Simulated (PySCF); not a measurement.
Molecule: SMILES F[B](Cl)[GeH3], singlet. Atoms near the plane z = 0.0 Å, at the CAM-B3LYP/def2-SVP optimised geometry (x, y, z in Å): B1 (0.9, -0.4, 0.0), F3 (1.6, -0.9, 1.0), Ge4 (-1.2, -0.4, 0.0), H6 (-1.7, 1.1, 0.0).

Calculation: CAM-B3LYP/def2-TZVP (PySCF). Cells within 0.4 Å of a nucleus heavier than hydrogen are left out (blank, or x). The values are rescaled to run from 0 to 1.

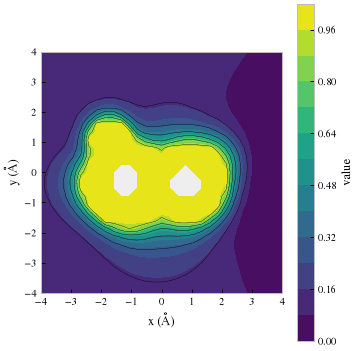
a field on the plane z = 0.0 Å.

Problem. Which quantity is mapped?
A. deformation density (molecule minus spherical neutral atoms)
B. electrostatic potential
C. log10 of the electron density
D. an orbital amplitude

Solution. B, electrostatic potential. In full: electrostatic potential (hartree/e), clipped to [-0.08, 0.12].
